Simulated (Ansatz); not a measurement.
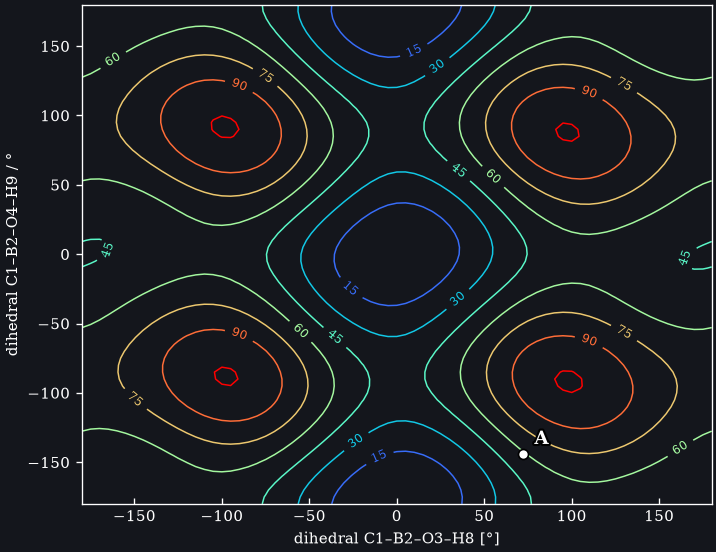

CH₆BO₂, SMILES CB(O)[OH2+], charge +1. Coordinates scanned: (1) dihedral C1–B2–O3–H8; (2) dihedral C1–B2–O4–H9. Nothing is relaxed (all other coordinates rigid). Grid: 10 × 10 points. Points are written as (first, second). Energies are in kJ/mol, from the lowest grid point. These are results of RKS B3LYP-D4/def2-TZVP in Ansatz 0.2.0, not measurements.

The picture shows contour lines labelled in kJ/mol (none above 105), the point A. Between grid points the surface is interpolated.

Is A at rest? If not, where is it pushed?

Answer. A, at (72°, −144°), is not a stationary point. The computed force is 0.83 kJ/mol for each degree towards smaller values of dihedral C1–B2–O3–H8 and 0.85 kJ/mol for each degree towards smaller values of dihedral C1–B2–O4–H9.
